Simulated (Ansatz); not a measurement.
**Si₂H₂Cl₄: a ladder of functionals and wavefunction methods**

Aim: compute Si₂H₂Cl₄ with functionals from several rungs and with coupled cluster. The yardstick is the atomisation energy at the CCSD(T) limit.

Method: functionals in def2-TZVPP, the program's frozen cores in correlated methods; program: Ansatz 0.2.0, Gaussian basis.

The runs, in order: PBE-D4, r2SCAN-D4, PBE0-D4, B3LYP-D4, ωB97X-V, ωB97M-V, B2PLYP; CCSD(T)/def2-TZVPP; MP2/def2-QZVPP; extrapolation to the limit.

### Step 1. Structure used throughout

An earlier PBE0-D4 in a triple-zeta def2 set relaxation fixed the geometry.

SMILES `Cl[SiH](Cl)[SiH](Cl)Cl`, 8 atoms, charge 0, spin multiplicity 1.

Atoms are counted from 1 here; the program's logs count them from 0.

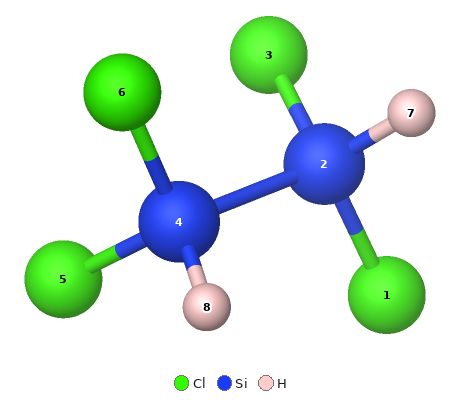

The geometry (chlorine green, silicon blue, hydrogen pink); atoms are numbered from 1 in the order of the file.

Coordinates:

```mol
Cl4H2Si2
  3D, bonds by distance, orders not assigned

  8  7  0  0  0  0  0  0  0  0999 V2000
   -0.4572   -2.4972   -0.7708 Cl  0  0
    0.5614   -1.0064    0.1919 Si  0  0
    2.3543   -0.6673   -0.7238 Cl  0  0
   -0.7130    0.9508    0.0474 Si  0  0
   -0.8531    1.4750   -1.9208 Cl  0  0
    0.2512    2.4132    1.1051 Cl  0  0
    0.8230   -1.4485    1.5793 H   0  0
   -2.0818    0.8147    0.5919 H   0  0
  1  2  8  0
  2  3  8  0
  2  4  8  0
  4  5  8  0
  4  6  8  0
  2  7  8  0
  4  8  8  0
M  END
```

### Step 2. PBE-D4 (GGA)

in.yaml reads:

```yaml
crystal:
  periodic: [false, false, false]
  atoms:
    - {symbol: Cl, position_ang: [-0.457209, -2.497177, -0.770820]}
    - {symbol: Si, position_ang: [0.561444, -1.006357, 0.191901]}
    - {symbol: Cl, position_ang: [2.354304, -0.667298, -0.723822]}
    - {symbol: Si, position_ang: [-0.712996, 0.950831, 0.047354]}
    - {symbol: Cl, position_ang: [-0.853085, 1.475007, -1.920760]}
    - {symbol: Cl, position_ang: [0.251218, 2.413225, 1.105051]}
    - {symbol: H, position_ang: [0.823021, -1.448492, 1.579275]}
    - {symbol: H, position_ang: [-2.081798, 0.814661, 0.591921]}
basis:
  gaussian: {orbitals: def2-TZVPP}
hamiltonian: {xc: pbe, dispersion: d4}
output: {forces: true, orbitals: {seedname: orbitals}}
```

Launch:

```
$ ansatz run in.yaml --threads 4 --pin off --events-out ev --progress --plain --max-ram 10444MiB
```

Standard output (excerpt; [...] marks lines left out):

```text
Functional definition: PBE
  name "PBE"
  cite "Perdew, Burke & Ernzerhof, Phys. Rev. Lett. 77, 3865 (1996) doi:10.1103/PhysRevLett.77.3865"
  parent pbe
[...]
1870 factors; their error is unknown
[...]
mean field -65857.63226797 eV, -2420.2233459413 hartree, gradient 1.8e-5 eV, S^2 0.000000; 0 other end points of the search recorded, 0 dependent functions left out
[...]
reference -65857.63231506 eV, -2420.2233476719 hartree; 49, 49 occupied and 231, 231 virtual orbitals, 1870 factors
Total energy: -65858.01249038 eV, -2420.2373188571 hartree
Atom 0 at    -0.457209    -2.497177    -0.770820 Å, force    -0.166103    -0.232350    -0.138775 eV/Å
Atom 1 at     0.561444    -1.006357     0.191901 Å, force    -0.089338     0.125199     0.092177 eV/Å
Atom 2 at     2.354304    -0.667298    -0.723822 Å, force     0.281413     0.061090    -0.130886 eV/Å
Atom 3 at    -0.712996     0.950831     0.047354 Å, force     0.003716    -0.169916     0.057191 eV/Å
Atom 4 at    -0.853085     1.475007    -1.920760 Å, force    -0.030468     0.069971    -0.306960 eV/Å
Atom 5 at     0.251218     2.413225     1.105051 Å, force     0.145115     0.221390     0.175407 eV/Å
Atom 6 at     0.823021    -1.448492     1.579275 Å, force     0.034909    -0.056889     0.181551 eV/Å
Atom 7 at    -2.081798     0.814661     0.591921 Å, force    -0.179244    -0.018495     0.070295 eV/Å
Dipole moment:    -0.121356    -0.063384     0.211750 e Å
```

It took 3.8 s on 4 threads of Arm Neoverse V1, shared host; peak memory 0.52 GiB.

Atomisation energy: 601.5 kcal/mol (free atoms -65831.928 eV, run apart). HOMO -7.08 eV, LUMO -1.97 eV.

### Step 3. r2SCAN-D4 (meta-GGA)

in.yaml, as its differences from that of step 2:

```diff
@@ -13,3 +13,3 @@
   gaussian: {orbitals: def2-TZVPP}
-hamiltonian: {xc: pbe, dispersion: d4}
+hamiltonian: {xc: r2scan, dispersion: d4}
 output: {forces: true, orbitals: {seedname: orbitals}}
```

Same command.

Standard output (excerpt; [...] marks lines left out):

```text
Functional definition: r2SCAN
  name "r2SCAN"
  cite "Furness, Kaplan, Ning, Perdew & Sun, J. Phys. Chem. Lett. 11, 8208 (2020) doi:10.1021/acs.jpclett.0c02405"
  cite "Furness, Kaplan, Ning, Perdew & Sun, J. Phys. Chem. Lett. 11, 9248 (2020) doi:10.1021/acs.jpclett.0c03077"
  parent r2scan
[...]
1870 factors; their error is unknown
[...]
mean field -65881.66977084 eV, -2421.1067078788 hartree, gradient 2.6e-5 eV, S^2 0.000000; 0 other end points of the search recorded, 0 dependent functions left out
[...]
reference -65881.66978278 eV, -2421.1067083175 hartree; 49, 49 occupied and 231, 231 virtual orbitals, 1870 factors
Total energy: -65881.76125730 eV, -2421.1100699441 hartree
Atom 0 at    -0.457209    -2.497177    -0.770820 Å, force    -0.046729    -0.065769    -0.034361 eV/Å
Atom 1 at     0.561444    -1.006357     0.191901 Å, force    -0.023446     0.018783     0.069490 eV/Å
Atom 2 at     2.354304    -0.667298    -0.723822 Å, force     0.076716     0.019053    -0.030339 eV/Å
Atom 3 at    -0.712996     0.950831     0.047354 Å, force    -0.039063    -0.051428     0.039547 eV/Å
Atom 4 at    -0.853085     1.475007    -1.920760 Å, force    -0.012041     0.014719    -0.082493 eV/Å
Atom 5 at     0.251218     2.413225     1.105051 Å, force     0.036949     0.060662     0.051438 eV/Å
Atom 6 at     0.823021    -1.448492     1.579275 Å, force    -0.001633     0.005755    -0.008625 eV/Å
Atom 7 at    -2.081798     0.814661     0.591921 Å, force     0.009247    -0.001774    -0.004658 eV/Å
Dipole moment:    -0.130213    -0.068010     0.227204 e Å
```

Wall time 8.5 s (4 threads of Arm Neoverse V1, shared host); peak memory 0.56 GiB.

Atomisation energy: 602.4 kcal/mol (free atoms -65855.640 eV, run apart). HOMO -7.39 eV, LUMO -1.74 eV.

### Step 4. PBE0-D4 (hybrid)

in.yaml, as its differences from that of step 3:

```diff
@@ -13,3 +13,3 @@
   gaussian: {orbitals: def2-TZVPP}
-hamiltonian: {xc: r2scan, dispersion: d4}
-output: {forces: true, orbitals: {seedname: orbitals}}
+hamiltonian: {xc: pbe0, dispersion: d4}
+output: {orbitals: {seedname: orbitals}}
```

The command is unchanged.

Standard output:

```text
Functional definition: PBE0
  name "PBE0"
  cite "Adamo & Barone, J. Chem. Phys. 110, 6158 (1999) doi:10.1063/1.478522"
  cite "Perdew, Burke & Ernzerhof, Phys. Rev. Lett. 77, 3865 (1996) doi:10.1103/PhysRevLett.77.3865"
  parent pbe
  parameter a = 0.25
  parameter kappa = 0.804
  parameter beta = 0.06672455060314922
  exchange = (1 - a)*pbe_x(kappa = kappa, mu = beta*pi^2/3) + a*exact_x
  correlation = pbe_c(beta = beta)
2000 factors; their error is unknown
mean field evaluation 1: about -65862.4562 eV, gradient 1.7e1 eV
mean field evaluation 2: about -65862.8325 eV, gradient 1.3e1 eV
mean field evaluation 4: about -65863.0913 eV, gradient 9.5e-1 eV
mean field evaluation 8: about -65863.2506 eV, gradient 1.6e-1 eV
mean field -65863.25065975 eV, -2420.4298180310 hartree, gradient 5.5e-5 eV, S^2 0.000000; 0 other end points of the search recorded, 0 dependent functions left out
reference -65863.25069534 eV, -2420.4298193390 hartree; 49, 49 occupied and 231, 231 virtual orbitals, 2000 factors
Total energy: -65863.58295962 eV, -2420.4420298260 hartree
```

Wall time 7 s (4 threads of Arm Neoverse V1, shared host); peak memory 1.3 GiB.

With the free atoms at this level, -65837.697 eV in sum, the atomisation energy is 596.9 kcal/mol. HOMO -8.30 eV, LUMO -1.13 eV.

### Step 5. B3LYP-D4 (hybrid)

B3LYP here takes the VWN-RPA correlation.

in.yaml, as its differences from that of step 4:

```diff
@@ -13,3 +13,3 @@
   gaussian: {orbitals: def2-TZVPP}
-hamiltonian: {xc: pbe0, dispersion: d4}
-output: {orbitals: {seedname: orbitals}}
+hamiltonian: {xc: {name: B3LYP}, dispersion: d4}
+output: {forces: true, orbitals: {seedname: orbitals}}
```

The command is unchanged.

Standard output (excerpt; [...] marks lines left out):

```text
Functional definition: B3LYP
  name "B3LYP"
  cite "Stephens, Devlin, Chabalowski & Frisch, J. Phys. Chem. 98, 11623 (1994) doi:10.1021/j100096a001"
  cite "Becke, Phys. Rev. A 38, 3098 (1988) doi:10.1103/PhysRevA.38.3098"
  cite "Lee, Yang & Parr, Phys. Rev. B 37, 785 (1988) doi:10.1103/PhysRevB.37.785"
  cite "Vosko, Wilk & Nusair, Can. J. Phys. 58, 1200 (1980) doi:10.1139/p80-159"
[...]
1952 factors; their error is unknown
[...]
mean field -65888.75614664 eV, -2421.3671273862 hartree, gradient 1.4e-5 eV, S^2 0.000000; 0 other end points of the search recorded, 0 dependent functions left out
[...]
reference -65888.75648018 eV, -2421.3671396435 hartree; 49, 49 occupied and 231, 231 virtual orbitals, 1952 factors
Total energy: -65889.37993513 eV, -2421.3900511902 hartree
Atom 0 at    -0.457209    -2.497177    -0.770820 Å, force    -0.123762    -0.180529    -0.108503 eV/Å
Atom 1 at     0.561444    -1.006357     0.191901 Å, force    -0.048814     0.056583     0.284464 eV/Å
Atom 2 at     2.354304    -0.667298    -0.723822 Å, force     0.211647     0.042981    -0.099899 eV/Å
Atom 3 at    -0.712996     0.950831     0.047354 Å, force    -0.190065    -0.181346     0.132314 eV/Å
Atom 4 at    -0.853085     1.475007    -1.920760 Å, force    -0.022449     0.055828    -0.230206 eV/Å
Atom 5 at     0.251218     2.413225     1.105051 Å, force     0.110459     0.173581     0.131727 eV/Å
Atom 6 at     0.823021    -1.448492     1.579275 Å, force    -0.018285     0.031013    -0.079110 eV/Å
Atom 7 at    -2.081798     0.814661     0.591921 Å, force     0.081270     0.001888    -0.030786 eV/Å
Dipole moment:    -0.136337    -0.071209     0.237890 e Å
```

It took 11 s on 4 threads of Arm Neoverse V1, shared host; peak memory 1.3 GiB.

With the free atoms at this level, -65863.977 eV in sum, the atomisation energy is 585.8 kcal/mol. HOMO -8.10 eV, LUMO -1.27 eV.

### Step 6. ωB97X-V (range-separated)

in.yaml, as its differences from that of step 5:

```diff
@@ -13,3 +13,3 @@
   gaussian: {orbitals: def2-TZVPP}
-hamiltonian: {xc: {name: B3LYP}, dispersion: d4}
-output: {forces: true, orbitals: {seedname: orbitals}}
+hamiltonian: {xc: {name: wB97X-V}}
+output: {orbitals: {seedname: orbitals}}
```

Launched as before.

Standard output (excerpt; [...] marks lines left out):

```text
Functional definition: wB97X-V
  name "wB97X-V"
  cite "Mardirossian & Head-Gordon, Phys. Chem. Chem. Phys. 16, 9904 (2014) doi:10.1039/C3CP54374A"
  cite "Becke, J. Chem. Phys. 107, 8554 (1997) doi:10.1063/1.475007"
  cite "Vydrov & Van Voorhis, J. Chem. Phys. 133, 244103 (2010) doi:10.1063/1.3521275"
[...]
      + integral(e_c_pw_opposite_spin*poly(b97_u_opposite, cos0, cos1)) + vv10(b, c)
1940 factors; their error is unknown
309 factors; integrals over basis functions are off by at most 2.3e-5 eV
[...]
mean field -65876.41672285 eV, -2420.9136619258 hartree, gradient 2.9e-5 eV, S^2 0.000000; 0 other end points of the search recorded, 0 dependent functions left out
reference -65876.41672077 eV, -2420.9136618492 hartree; 49, 49 occupied and 231, 231 virtual orbitals, 1940 factors
Total energy: -65876.41672077 eV, -2420.9136618492 hartree
```

Wall time 15 s (4 threads of Arm Neoverse V1, shared host); peak memory 1.5 GiB.

Atomisation energy: 602.6 kcal/mol (free atoms -65850.285 eV, run apart). HOMO -10.57 eV, LUMO 0.97 eV.

### Step 7. ωB97M-V (range-separated)

in.yaml, as its differences from that of step 6:

```diff
@@ -13,3 +13,3 @@
   gaussian: {orbitals: def2-TZVPP}
-hamiltonian: {xc: {name: wB97X-V}}
-output: {orbitals: {seedname: orbitals}}
+hamiltonian: {xc: {name: wB97M-V}}
+output: {forces: true, orbitals: {seedname: orbitals}}
```

Same command.

Standard output (excerpt; [...] marks lines left out):

```text
Functional definition: wB97M-V
  name "wB97M-V"
  cite "Mardirossian & Head-Gordon, J. Chem. Phys. 144, 214110 (2016) doi:10.1063/1.4952647"
  cite "Becke, J. Chem. Phys. 107, 8554 (1997) doi:10.1063/1.475007"
  cite "Vydrov & Van Voorhis, J. Chem. Phys. 133, 244103 (2010) doi:10.1063/1.3521275"
  # Of w^i u^j: cxij and so on, Table III.
[...]
  gx(w, u) = 1 - cx + cx01*u + cx10*w
  gss(w, u) = css00 + css04*u^4 + css10*w + css20*w^2 + css43*w^4*u^3
  gos(w, u) = cos00 + cos10*w + (cos20 + cos21*u)*w^2 + (cos60 + cos61*u)*w^6
[...]
      + integral(e_c_pw_mod_opposite_spin*gos(b97_w_opposite, b97_u_opposite)) + vv10(b, c)
1940 factors; their error is unknown
309 factors; integrals over basis functions are off by at most 2.3e-5 eV
[...]
mean field -65882.86660310 eV, -2421.1506906530 hartree, gradient 3.4e-5 eV, S^2 0.000000; 0 other end points of the search recorded, 0 dependent functions left out
[...]
reference -65882.86665353 eV, -2421.1506925064 hartree; 49, 49 occupied and 231, 231 virtual orbitals, 1940 factors
Total energy: -65882.86665353 eV, -2421.1506925064 hartree
Atom 0 at    -0.457209    -2.497177    -0.770820 Å, force    -0.022570    -0.029834    -0.031948 eV/Å
Atom 1 at     0.561444    -1.006357     0.191901 Å, force    -0.053403     0.068618     0.221560 eV/Å
Atom 2 at     2.354304    -0.667298    -0.723822 Å, force     0.037922     0.013650    -0.031165 eV/Å
Atom 3 at    -0.712996     0.950831     0.047354 Å, force    -0.133845    -0.166415     0.105127 eV/Å
Atom 4 at    -0.853085     1.475007    -1.920760 Å, force     0.008142     0.010402    -0.049193 eV/Å
Atom 5 at     0.251218     2.413225     1.105051 Å, force     0.030726     0.034095     0.017730 eV/Å
Atom 6 at     0.823021    -1.448492     1.579275 Å, force    -0.032661     0.057830    -0.165976 eV/Å
Atom 7 at    -2.081798     0.814661     0.591921 Å, force     0.165689     0.011654    -0.066135 eV/Å
Dipole moment:    -0.135142    -0.070584     0.235805 e Å
```

Run time: 22 s. Hardware: 4 threads of Arm Neoverse V1, shared host; peak memory 1.5 GiB.

Atomisation energy: 600.4 kcal/mol (free atoms -65856.831 eV, run apart). HOMO -10.32 eV, LUMO 0.74 eV.

### Step 8. B2PLYP (double hybrid)

in.yaml, as its differences from that of step 7:

```diff
@@ -13,3 +13,2 @@
   gaussian: {orbitals: def2-TZVPP}
-hamiltonian: {xc: {name: wB97M-V}}
-output: {forces: true, orbitals: {seedname: orbitals}}
+hamiltonian: {xc: {name: B2PLYP}}
```

The command is unchanged.

Standard output (excerpt; [...] marks lines left out):

```text
Functional definition: B2PLYP
  name "B2PLYP"
  cite "Grimme, J. Chem. Phys. 124, 034108 (2006) doi:10.1063/1.2148954"
  cite "Becke, Phys. Rev. A 38, 3098 (1988) doi:10.1103/PhysRevA.38.3098"
  cite "Lee, Yang & Parr, Phys. Rev. B 37, 785 (1988) doi:10.1103/PhysRevB.37.785"
[...]
1647 factors; integrals over basis functions are off by at most 9.3e-4 eV
[...]
mean field -65856.75041866 eV, -2420.1909385772 hartree, gradient 6.4e-6 eV, S^2 0.000000; 0 other end points of the search recorded, 0 dependent functions left out
30 core orbitals not correlated: weight in the atoms' cores, before any rotation towards them, 1.000 or more for the frozen orbitals, at most 0.000 for the correlated occupied ones
reference -65856.75063230 eV, -2420.1909464281 hartree; 19, 19 occupied and 231, 231 virtual orbitals, 1647 factors
second order -32.70867380 eV of doubles, -0.00000000 eV of singles
Total energy: -65865.58197422 eV, -2420.5154922577 hartree
```

Wall time 9 s (4 threads of Arm Neoverse V1, shared host); peak memory 0.85 GiB.

With the free atoms at this level, -65840.448 eV in sum, the atomisation energy is 579.6 kcal/mol.

### Step 9. Frontier levels by functional

Dipoles come from the runs that computed forces. Levels are read from the orbital files that the runs wrote:

```csv
functional,HOMO (eV),LUMO (eV),gap (eV),dipole (D)
PBE-D4,-7.08,-1.97,5.11,1.21
r2SCAN-D4,-7.39,-1.74,5.65,1.30
PBE0-D4,-8.30,-1.13,7.17,
B3LYP-D4,-8.10,-1.27,6.83,1.36
ωB97X-V,-10.57,0.97,11.54,
ωB97M-V,-10.32,0.74,11.06,1.35
```

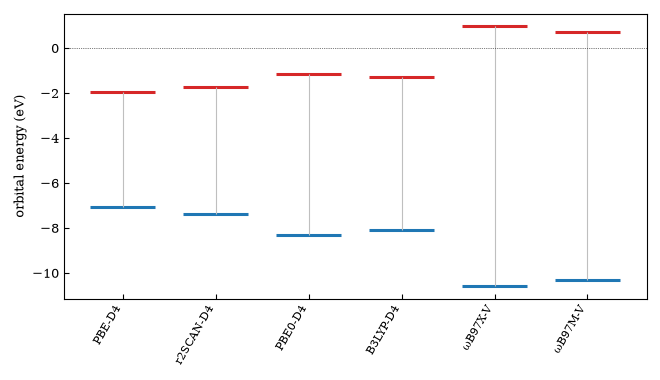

Highest occupied (blue) and lowest empty (red) level by functional.

### Step 10. CCSD(T) in def2-TZVPP

in.yaml, as its differences from that of step 8:

```diff
@@ -13,2 +13,2 @@
   gaussian: {orbitals: def2-TZVPP}
-hamiltonian: {xc: {name: B2PLYP}}
+correlation: {method: ccsd_t}
```

Launched as before.

Standard output (excerpt; [...] marks lines left out):

```text
Functional definition: HF
  name "HF"
  cite "Fock, Z. Phys. 61, 126 (1930) doi:10.1007/BF01340294"
  parent pbe
[...]
1647 factors; integrals over basis functions are off by at most 9.3e-4 eV
[...]
mean field -65778.59865428 eV, -2417.3189142092 hartree, gradient 9.4e-6 eV, S^2 0.000000; 0 other end points of the search recorded, 0 dependent functions left out
30 core orbitals not correlated: weight in the atoms' cores, before any rotation towards them, 1.000 or more for the frozen orbitals, at most 0.000 for the correlated occupied ones
reference -65778.59865428 eV, -2417.3189142092 hartree; 19, 19 occupied and 231, 231 virtual orbitals, 1647 factors
second order -26.74751199 eV of doubles, -0.00000000 eV of singles
cycle   1  -28.19845826 eV  change    -1.5e0 eV  update   1.0e-1
[...]
cycle   8  -28.91035985 eV  change   -1.4e-5 eV  update   3.6e-5
perturbative correction -1.27425629 eV, -0.0468280550 hartree
Total energy: -65808.78327042 eV, -2418.4281783925 hartree
```

Run time: 5 min. Hardware: 4 threads of Arm Neoverse V1, shared host; peak memory 6.7 GiB.

### Step 11. MP2 in def2-QZVPP

in.yaml, as its differences from that of step 10:

```diff
@@ -12,3 +12,3 @@
 basis:
-  gaussian: {orbitals: def2-TZVPP}
-correlation: {method: ccsd_t}
+  gaussian: {orbitals: "def2-QZVPP.json"}
+correlation: {method: mp2}
```

Same command.

Standard output:

```text
Functional definition: HF
  name "HF"
  cite "Fock, Z. Phys. 61, 126 (1930) doi:10.1007/BF01340294"
  parent pbe
  exchange = exact_x
  correlation = 0
2829 factors; integrals over basis functions are off by at most 7.9e-4 eV
mean field evaluation 1: about -65778.2568 eV, gradient 2.3e1 eV
mean field evaluation 2: about -65778.5078 eV, gradient 2.3e1 eV
mean field evaluation 4: about -65780.4211 eV, gradient 3.1e0 eV
mean field evaluation 8: about -65780.4693 eV, gradient 1.9e-1 eV
mean field -65780.46953436 eV, -2417.3876677842 hartree, gradient 2.5e-6 eV, S^2 0.000000; 0 other end points of the search recorded, 0 dependent functions left out
30 core orbitals not correlated: weight in the atoms' cores, before any rotation towards them, 1.000 or more for the frozen orbitals, at most 0.000 for the correlated occupied ones
reference -65780.46953436 eV, -2417.3876677842 hartree; 19, 19 occupied and 431, 431 virtual orbitals, 2829 factors
second order -29.44976203 eV of doubles, -0.00000000 eV of singles
Total energy: -65809.91929639 eV, -2418.4699265770 hartree
```

Wall time 29 s (4 threads of Arm Neoverse V1, shared host); peak memory 2.9 GiB.

Energy pieces by basis (eV):

```csv
basis,HF,MP2 correlation,CCSD correlation,(T),total
def2-TZVPP,-65778.5987,-26.7475,-28.9104,-1.2743,-65808.7833
def2-QZVPP,-65780.4695,-29.4498,,,-65809.9193 (MP2)
```

The report of the def2-TZVPP run gives T1 = 0.0097.

### Step 12. The basis-set limit

No new run: Hartree-Fock is extrapolated as exp(−7.88√X) and correlation as X^−2.97, with X = 3 and 4; only MP2 was run in the larger set, so CCSD(T) minus MP2 is added from the smaller one.

```csv
level,energy at the limit (eV)
HF,-65780.7272
MP2,-65812.1787
CCSD,-65814.3415
CCSD(T),-65815.6158
```

### Step 13. The ladder

Free atoms (4 Cl, 2 Si, 2 H) were run apart at each level; the atomisation energy is their sum less the molecule, without zero-point or spin-orbit terms.

Differences are taken before rounding.

```csv
method,rung,"atoms, summed (eV)",atomisation energy (kcal/mol),from CCSD(T)/CBS (kcal/mol),time
PBE-D4,GGA,-65831.928,601.5,+3.8,3.8 s
r2SCAN-D4,meta-GGA,-65855.640,602.4,+4.6,8.5 s
PBE0-D4,hybrid,-65837.697,596.9,-0.8,7 s
B3LYP-D4,hybrid,-65863.977,585.8,-12.0,11 s
ωB97X-V,range-separated,-65850.285,602.6,+4.9,15 s
ωB97M-V,range-separated,-65856.831,600.4,+2.6,22 s
B2PLYP,double hybrid,-65840.448,579.6,-18.2,9 s
HF/def2-TZVPP,wavefunction,-65759.273,445.7,-152.1,
MP2/def2-TZVPP,wavefunction,-65779.569,594.4,-3.3,
CCSD/def2-TZVPP,wavefunction,-65783.134,562.1,-35.7,
CCSD(T)/def2-TZVPP,wavefunction,-65783.896,573.9,-23.9,5 min
MP2/CBS,wavefunction,-65785.367,618.3,+20.5,
CCSD(T)/CBS,wavefunction,-65789.694,597.8,0,5.5 min
```

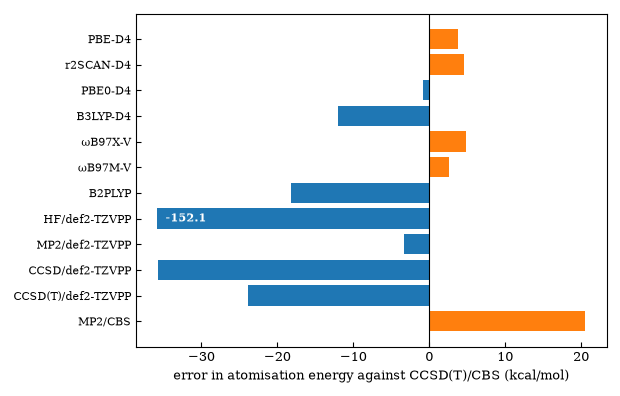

Error of each method against CCSD(T)/CBS. Bars with a number in them are cut short.

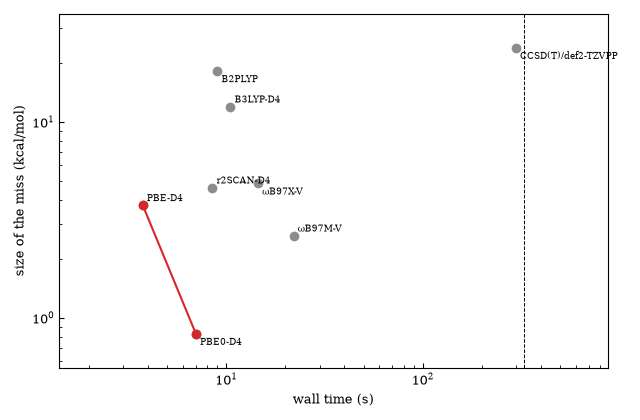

Accuracy for the time spent; red marks the levels that beat every quicker one drawn (of those quicker than the yardstick), and the dashed line is the time of CCSD(T)/CBS. Times are from a shared host.

B2PLYP carry no dispersion term (for B3LYP, D4 adds 14.4 kcal/mol).

Times are those of the molecule's run; HF, MP2 and CCSD come out of the CCSD(T) runs, and the limit's time is the sum of the runs that it needs.

### Step 14. Summary of results

| quantity | value |
| --- | --- |
| atomisation energy, CCSD(T)/CBS | 597.8 kcal/mol |
| functionals within 3.0 kcal/mol (0.5 %) | PBE0-D4, ωB97M-V |
| farthest | B2PLYP (-18.2 kcal/mol) |
| mean size of error, hybrid | 6.4 kcal/mol |
| mean size of error, range-separated | 3.7 kcal/mol |
| gap, smallest and largest | 5.11 eV (PBE-D4), 11.54 eV (ωB97X-V) |
| T1 diagnostic | 0.0097 |
| triples share of the correlation energy | 4.2 % |

PBE-D4 is off by +3.8 kcal/mol. Double hybrids carry the basis error of their MP2 part in triple zeta, and no dispersion term here, so their miss is partly the set-up's. Misses under about 3.0 kcal/mol are within the doubt on the reference itself, which lacks core-valence correlation, relativity and higher excitations. Hartree-Fock recovers 75 % of the binding; the rest is correlation. Orbital gaps span 5.1 to 11.5 eV; exact exchange widens them.

PBE0-D4 reaches 0.8 kcal/mol from the reference in 7 s, where CCSD(T)/CBS took 5.5 min; the quickest level in the cost chart, PBE-D4, takes 3.8 s and misses by 3.8 kcal/mol.
